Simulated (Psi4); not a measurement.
**Energy and gradient calculation of GeH$_{2}$S (charge +1)**

GeH$_{2}$S, charge +1, multiplicity 2, computed with HF/cc-pVTZ, UHF (Psi4 1.11).

The geometry is that of the parent species in another charge or spin state. The geometry comes from this level: PBE0-D4/def2-TZVP.

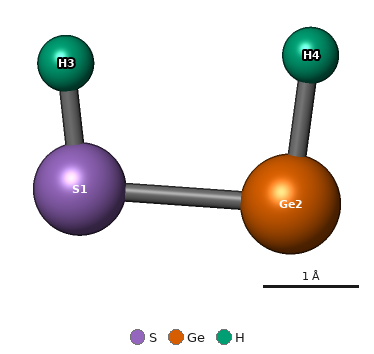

*The input geometry (ball-and-stick view, seen on its broad side; atoms are numbered from 1 in the order of the input). Sticks mark near contacts.*

## Input (run.py)
```python
import psi4

psi4.set_memory('1600 MB')
psi4.set_num_threads(1)
psi4.set_output_file('run.log', False)

m = psi4.geometry("""
1 2
S
Ge 1 2.225307
H 1 1.342186 2 100.20639
H 2 1.594509 1 93.69268 3 -0.00306
symmetry c1
no_reorient
no_com
""")

psi4.set_options({
    'basis': 'cc-pVTZ',
    'reference': 'uhf',
    'puream': True,
    'e_convergence': 1e-09,
    'd_convergence': 1e-08,
    'scf_type': 'pk',
    'maxiter': 200,
})

energy_value, wavefunction = psi4.gradient('scf', return_wfn=True)
print('gradient / Eh bohr^-1')
print(energy_value.np.round(6))
print(f'energy = {wavefunction.energy():.10f} Eh')
for k, v in sorted(psi4.core.scalar_variables().items()):
    print(f'{k:45s} {v:18.10f}')
```

Run as:
```bash
python run.py
```

## What the program printed
```
[-0.0000018  -0.03588141  0.0483816 ]
 [-0.00000025  0.00112752 -0.01152934]
 [ 0.00000087  0.01235436 -0.02270279]]

    h
    h
    h

    -----------------------------------------------------------------------

    Memory:     1.5 GiB
    Threads:    1
                ecpint, einsums, f̶o̶r̶t̶e̶, gauxc, gcp, g̶d̶m̶a̶, geometric, g̶p̶u̶_̶d̶f̶c̶c̶,
                i̶n̶t̶e̶g̶r̶a̶t̶o̶r̶x̶x̶, i̶p̶i̶, libefp, m̶d̶i̶, m̶p̶2̶d̶, m̶r̶c̶c̶, ooo,
                o̶p̶e̶n̶f̶e̶r̶m̶i̶o̶n̶p̶s̶i̶4̶, pcmsolver, p̶s̶i̶4̶f̶o̶c̶k̶c̶i̶, p̶s̶i̶x̶a̶s̶,
                p̶y̶e̶i̶n̶s̶u̶m̶s̶, r̶e̶s̶p̶, s̶i̶m̶i̶n̶t̶, s̶n̶s̶m̶p̶2̶,
                v̶2̶r̶d̶m̶_̶c̶a̶s̶s̶c̶f̶

gradient() will perform analytic gradient computation.

   => Loading Basis Set <=

    Name: CC-PVTZ
    Role: ORBITAL
    Keyword: BASIS

         ---------------------------------------------------------
                                   SCF
                              UHF Reference
                        1 Threads,   1525 MiB Core
         ---------------------------------------------------------

  ==> Geometry <==

    Molecular point group: c1
    Full point group: C1

    Geometry (in Angstrom), charge = 1, multiplicity = 2:

       Center              X                  Y                   Z               Mass
    ------------   -----------------  -----------------  -----------------  -----------------
         S           -0.000000793690    -0.027198250340    -1.543930524849    31.972071174400
         GE          -0.000000793690    -0.027198250340     0.681376475151    73.921177761000
         H           -0.000000793690     1.293748800021    -1.781758506251     1.007825032230
         H            0.000084187571     1.564000314950     0.784070533782     1.007825032230

  Running in c1 symmetry.

  Rotational constants: A =      3.99548  B =      0.14741  C =      0.14216 [cm^-1]
  Rotational constants: A = 119781.51226  B =   4419.09532  C =   4261.86257 [MHz]
  Nuclear repulsion =  147.947943402871346

  Charge       = 1
  Multiplicity = 2
  Electrons    = 49
  Nalpha       = 25
  Nbeta        = 24

  ==> Algorithm <==

  SCF Algorithm Type is PK.
  DIIS enabled.
  MOM disabled.
  Fractional occupation disabled.
  Guess Type is SAD.
  Energy threshold   = 1.00e-09
  Density threshold  = 1.00e-08
  Integral threshold = 1.00e-12

  ==> Primary Basis <==

  Basis Set: CC-PVTZ
    Blend: CC-PVTZ
    Number of shells: 39
    Number of basis functions: 105
    Number of Cartesian functions: 118
    Spherical Harmonics?: true
    Max angular momentum: 3

  ==> Integral Setup <==

  Using in-core PK algorithm.
   Calculation information:
      Number of atoms:                   4
      Number of AO shells:              39
      Number of primitives:            195
      Number of atomic orbitals:       118
      Number of basis functions:       105

      Integral cutoff                 1.00e-12
      Number of threads:                 1

  Performing in-core PK
  Using 30974790 doubles for integral storage.
  We computed 304215 shell quartets total.
  Whereas there are 304590 unique shell quartets.

  ==> DiskJK: Disk-Based J/K Matrices <==

    J tasked:                  Yes
    K tasked:                  Yes
    wK tasked:                  No
    Memory [MiB]:             1144
    Schwarz Cutoff:          1E-12

  Minimum eigenvalue in the overlap matrix is 3.1422182469E-03.
  Reciprocal condition number of the overlap matrix is 6.4211542625E-04.
    Using symmetric orthogonalization.

  ==> Pre-Iterations <==

  SCF Guess: Superposition of Atomic Densities via on-the-fly atomic UHF (no occupation information).

   -------------------------
    Irrep   Nso     Nmo
   -------------------------
     A        105     105
   -------------------------
    Total     105     105
   -------------------------

  ==> Iterations <==

                        Total Energy        Delta E     RMS |[F,P]|

   @UHF iter SAD: -2469.65739386793985   -2.46966e+03   0.00000e+00
   @UHF iter   1: -2472.56711898559115   -2.90973e+00   1.88458e-02 DIIS/ADIIS
   @UHF iter   2: -2473.21008228701612   -6.42963e-01   1.44455e-02 DIIS/ADIIS
   @UHF iter   3: -2473.78501830697087   -5.74936e-01   9.52022e-04 DIIS/ADIIS
   @UHF iter   4: -2473.80027401707866   -1.52557e-02   4.18090e-04 DIIS/ADIIS
   @UHF iter   5: -2473.80542367401540   -5.14966e-03   2.33190e-04 DIIS/ADIIS
   @UHF iter   6: -2473.80742370292637   -2.00003e-03   1.27116e-04 DIIS/ADIIS
   @UHF iter   7: -2473.80811748274846   -6.93780e-04   7.70555e-05 DIIS
   @UHF iter   8: -2473.80848738964687   -3.69907e-04   4.83449e-05 DIIS
   @UHF iter   9: -2473.80867497728559   -1.87588e-04   2.85596e-05 DIIS
   @UHF iter  10: -2473.80875185266541   -7.68754e-05   1.15212e-05 DIIS
   @UHF iter  11: -2473.80876254901341   -1.06963e-05   4.83527e-06 DIIS
   @UHF iter  12: -2473.80876388652860   -1.33752e-06   2.57592e-06 DIIS
   @UHF iter  13: -2473.80876421222183   -3.25693e-07   1.65859e-06 DIIS
   @UHF iter  14: -2473.80876441719511   -2.04973e-07   9.94729e-07 DIIS
   @UHF iter  15: -2473.80876450659662   -8.94015e-08   5.95702e-07 DIIS
   @UHF iter  16: -2473.80876453890733   -3.23107e-08   3.76911e-07 DIIS
   @UHF iter  17: -2473.80876455406724   -1.51599e-08   1.65382e-07 DIIS
   @UHF iter  18: -2473.80876455600628   -1.93904e-09   7.63048e-08 DIIS
   @UHF iter  19: -2473.80876455628504   -2.78760e-10   3.39392e-08 DIIS
   @UHF iter  20: -2473.80876455632870   -4.36557e-11   1.41165e-08 DIIS
   @UHF iter  21: -2473.80876455633370   -5.00222e-12   6.66222e-09 DIIS
  Energy and wave function converged.

  ==> Post-Iterations <==

   @Spin Contamination Metric:   2.337066003E-02
   @S^2 Expected:                7.500000000E-01
   @S^2 Observed:                7.733706600E-01
   @S   Expected:                5.000000000E-01
   @S   Observed:                5.000000000E-01

    Orbital Energies [Eh]
    ---------------------

    Alpha Occupied:

       1A   -405.556122     2A    -92.193922     3A    -52.459646
       4A    -46.547029     5A    -46.546610     6A    -46.544688
       7A     -9.194200     8A     -7.504460     9A     -6.876111
      10A     -6.873889    11A     -6.872145    12A     -5.479189
      13A     -5.477709    14A     -5.471390    15A     -1.954197
      16A     -1.952026    17A     -1.949572    18A     -1.946317
      19A     -1.943141    20A     -1.193600    21A     -0.936873
      22A     -0.784358    23A     -0.676323    24A     -0.646361
      25A     -0.601446

    Alpha Virtual:

      26A     -0.229886    27A     -0.125744    28A     -0.076186
      29A     -0.017014    30A      0.030481    31A      0.065130
      32A      0.079218    33A      0.080678    34A      0.086598
      35A      0.095051    36A      0.149532    37A      0.164777
      38A      0.200806    39A      0.223198    40A      0.272378
      41A      0.317387    42A      0.317784    43A      0.365330
      44A      0.388394    45A      0.447022    46A      0.490167
      47A      0.505428    48A      0.629186    49A      0.667542
      50A      0.743306    51A      0.764790    52A      0.829460
      53A      0.837891    54A      0.947903    55A      0.949840
      56A      1.032282    57A      1.036705    58A      1.039667
      59A      1.068582    60A      1.131931    61A      1.147650
      62A      1.168372    63A      1.190718    64A      1.205765
      65A      1.225626    66A      1.281974    67A      1.424488
      68A      1.458843    69A      1.470100    70A      1.614466
      71A      1.668405    72A      1.676296    73A      1.688721
      74A      1.745542    75A      1.767217    76A      1.801925
      77A      1.904227    78A      1.951211    79A      1.955910
      80A      2.002519    81A      2.059871    82A      2.127313
      83A      2.174929    84A      2.183914    85A      2.576220
      86A      2.697847    87A      2.773219    88A      3.210180
      89A      3.268159    90A      3.334512    91A      3.371698
      92A      3.416044    93A      3.504570    94A      3.544563
      95A      3.747734    96A      3.808169    97A      3.877213
      98A      3.903450    99A      3.941885   100A      4.035225
     101A      4.085558   102A      4.163995   103A      4.435301
     104A      4.618329   105A      5.597336

    Beta Occupied:

       1A   -405.553578     2A    -92.193578     3A    -52.457723
       4A    -46.546422     5A    -46.544478     6A    -46.542692
       7A     -9.193751     8A     -7.497747     9A     -6.874065
      10A     -6.873929    11A     -6.872332    12A     -5.476341
      13A     -5.471589    14A     -5.466257    15A     -1.951292
      16A     -1.949084    17A     -1.947810    18A     -1.943092
      19A     -1.940081    20A     -1.182524    21A     -0.871145
      22A     -0.761969    23A     -0.632019    24A     -0.607608

    Beta Virtual:

      25A     -0.279926    26A     -0.201943    27A     -0.091288
      28A     -0.061710    29A      0.000536    30A      0.043123
      31A      0.075513    32A      0.089787    33A      0.096519
      34A      0.114633    35A      0.134793    36A      0.168438
      37A      0.170042    38A      0.203615    39A      0.249267
      40A      0.272082    41A      0.318463    42A      0.337283
      43A      0.375276    44A      0.406282    45A      0.453341
      46A      0.496275    47A      0.518738    48A      0.642730
      49A      0.690272    50A      0.755593    51A      0.771292
      52A      0.835088    53A      0.849557    54A      0.963730
      55A      0.964775    56A      1.037224    57A      1.045715
      58A      1.058340    59A      1.097628    60A      1.140481
      61A      1.162146    62A      1.205832    63A      1.210541
      64A      1.227600    65A      1.250483    66A      1.290618
      67A      1.444933    68A      1.469677    69A      1.492623
      70A      1.613401    71A      1.670122    72A      1.679219
      73A      1.693765    74A      1.751161    75A      1.769127
      76A      1.810307    77A      1.907743    78A      1.949813
      79A      1.961895    80A      2.009125    81A      2.058716
      82A      2.133885    83A      2.182849    84A      2.184990
      85A      2.579240    86A      2.701598    87A      2.795173
      88A      3.221619    89A      3.283958    90A      3.343664
      91A      3.373744    92A      3.420767    93A      3.524292
      94A      3.563984    95A      3.750067    96A      3.814120
      97A      3.898692    98A      3.924256    99A      3.958190
     100A      4.037795   101A      4.086683   102A      4.169105
     103A      4.436620   104A      4.633287   105A      5.598357

    Final Occupation by Irrep:
              A
    DOCC [    24 ]
    SOCC [     1 ]
    NA   [    25 ]
    NB   [    24 ]

  @UHF Final Energy: -2473.80876455633370

   => Energetics <=

    Nuclear Repulsion Energy =            147.9479434028713456
    One-Electron Energy =               -3727.9809823998566571
    Two-Electron Energy =                1106.2242744406516977
    Total Energy =                      -2473.8087645563336991

  UHF NO Occupations:
  HONO-2 :   23  A 1.9973052
  HONO-1 :   24  A 1.9923228
  HONO-0 :   25  A 1.0000000
  LUNO+0 :   26  A 0.0076772
  LUNO+1 :   27  A 0.0026948
  LUNO+2 :   28  A 0.0011489
  LUNO+3 :   29  A 0.0000754

Computation Completed

Properties will be evaluated at   0.000000,   0.000000,   0.000000 [a0]

Properties computed using the SCF density matrix

 Multipole Moments:

 ------------------------------------------------------------------------------------
     Multipole            Electronic (a.u.)      Nuclear  (a.u.)        Total (a.u.)
 ------------------------------------------------------------------------------------

 L = 1.  Multiply by 2.5417464519 to convert [e a0] to [Debye]
 Dipole X            :         -0.0000821            0.0000856            0.0000035
 Dipole Y            :         -2.5155258            2.9332954            0.4177697
 Dipole Z            :          8.1264948           -7.3633730            0.7631219
 Magnitude           :                                                    0.8699922

 ------------------------------------------------------------------------------------

	total time  =         37 seconds =       0.62 minutes

         ------------------------------------------------------------
                                   SCF GRAD
         ------------------------------------------------------------

  ==> Geometry <==

    Molecular point group: c1
    Full point group: C1

    Geometry (in Angstrom), charge = 1, multiplicity = 2:

       Center              X                  Y                   Z               Mass
    ------------   -----------------  -----------------  -----------------  -----------------
         S           -0.000000793690    -0.027198250340    -1.543930524849    31.972071174400
         GE          -0.000000793690    -0.027198250340     0.681376475151    73.921177761000
         H           -0.000000793690     1.293748800021    -1.781758506251     1.007825032230
         H            0.000084187571     1.564000314950     0.784070533782     1.007825032230

  Nuclear repulsion =  147.947943402871346

  ==> Basis Set <==

  Basis Set: CC-PVTZ
    Blend: CC-PVTZ
    Number of shells: 39
    Number of basis functions: 105
    Number of Cartesian functions: 118
    Spherical Harmonics?: true
    Max angular momentum: 3

  ==> DirectJKGrad: Integral-Direct SCF Gradients <==

    Gradient:                    1
    J tasked:                  Yes
    K tasked:                  Yes
    wK tasked:                  No
    Integrals threads:           1
    Schwarz Cutoff:          1E-12

  -Total Gradient:
     Atom            X                  Y                   Z
    ------   -----------------  -----------------  -----------------
       1        0.000001184524     0.022399531042    -0.014149468600
       2       -0.000001802322    -0.035881407116     0.048381595025
       3       -0.000000250539     0.001127518617    -0.011529335980
       4        0.000000868337     0.012354357457    -0.022702790416

	total time  =        134 seconds =       2.23 minutes
```

## Standard output
```
gradient / Eh bohr^-1
[[ 1.0000e-06  2.2400e-02 -1.4149e-02]
 [-2.0000e-06 -3.5881e-02  4.8382e-02]
 [-0.0000e+00  1.1280e-03 -1.1529e-02]
 [ 1.0000e-06  1.2354e-02 -2.2703e-02]]
energy = -2473.8087645563 Eh
CURRENT ENERGY                                  -2473.8087645563
CURRENT REFERENCE ENERGY                        -2473.8087645563
DD SOLVATION ENERGY                                 0.0000000000
HF KINETIC ENERGY                                2473.6870911899
HF POTENTIAL ENERGY                             -4947.4958557463
HF TOTAL ENERGY                                 -2473.8087645563
HF VIRIAL RATIO                                     2.0000491870
NUCLEAR REPULSION ENERGY                          147.9479434029
ONE-ELECTRON ENERGY                             -3727.9809823999
PCM POLARIZATION ENERGY                             0.0000000000
PE ENERGY                                           0.0000000000
SCF ITERATION ENERGY                            -2473.8087645563
SCF ITERATIONS                                     21.0000000000
SCF TOTAL ENERGY                                -2473.8087645563
TWO-ELECTRON ENERGY                              1106.2242744407
```

## Results in brief

| quantity | value |
| --- | --- |
| outcome | converged |
| total energy | −2473.808765 hartree |
| basis functions | 105 |
| largest force | 3.097 eV/Å |
| ⟨S²⟩ | 0.773 |
| hardware | 1 thread of AMD EPYC (Zen 3), 176 GiB of memory available, shared host |
| wall time | 2.9 min |
| peak memory | 1.2 GiB |
